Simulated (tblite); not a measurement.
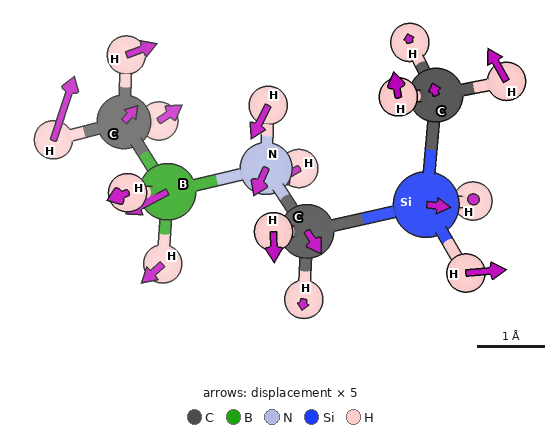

A relaxation of C$_{3}$H$_{14}$BNSi. The starting structure is drawn; purple arrows show the displacements, 5 times their true length. The two geometries are superimposed by the best rigid fit.

Style: ball-and-stick. Shown at a tilt.

Level of theory: GFN2-xTB geometry optimisation, gas phase in tblite 0.8.0. 

**Which element moves most?**

Hydrogen: up to 0.23 Å, against 0.15 Å for boron.

**Describe the change and its energy.**

The energy falls by 33.4 kJ/mol in 69 geometry steps. An H atom moves most after the best rigid fit: 0.23 Å. By element the largest moves are H 0.23 Å, B 0.15 Å, N 0.11 Å, C 0.09 Å, Si 0.08 Å. Some distances before and after: B–N 1.556 → 1.645 Å, C–Si 1.874 → 1.915 Å, B–C 1.586 → 1.625 Å, C–Si 1.867 → 1.899 Å. Among the angles between lasting bonds that change: C–B–N 110.9° → 104.6°, H–B–H 108.0° → 113.1°, Si–C–H 107.4° → 111.8°. The run took 0.74 s on 1 thread of Arm Neoverse N1, on a shared host.
